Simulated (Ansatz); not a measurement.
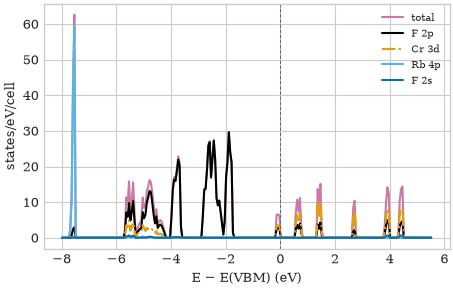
Figure: Total and projected density of states of RbCrF6 in space group R-3 (No. 148; Rb on 3a, Cr on 3b, F on 18f), the program Ansatz at the r²SCAN level (PAW)

Which orbitals carry the states next to the gap?

Top 1 eV of the valence band: Cr 3d 54 %, F 2p 41 %. Bottom 1 eV of the conduction band: Cr 3d 64 %, F 2p 31 %. Projections are on Löwdin-orthogonalised atomic valence shells; empty p or d shells of many metals are not among them.

Where is the tallest occupied peak in this window, and what makes it?

Near -7.5 eV, about 63 states/eV per cell; the largest projected share is Rb 4p.

The first step of the workflow began from a Materials Project structure, measured or hypothetical; the Crystallography Open Database copy checked does not list it. Whether it is the stable phase at ambient conditions was not checked. Symmetry was held in the r²SCAN relaxation; whether a distortion lowers the energy is not shown. Spin order of the final state: ferromagnetic, the only order run, not a proven ground state. The cell computed holds one magnetic atom, so no antiferromagnetic order was within reach. Other orbital occupations within this spin state were not tried. No Hubbard U is applied. Spin–orbit coupling is left out wherever it is not named.

Potentials: the later of the program's two PAW sets.
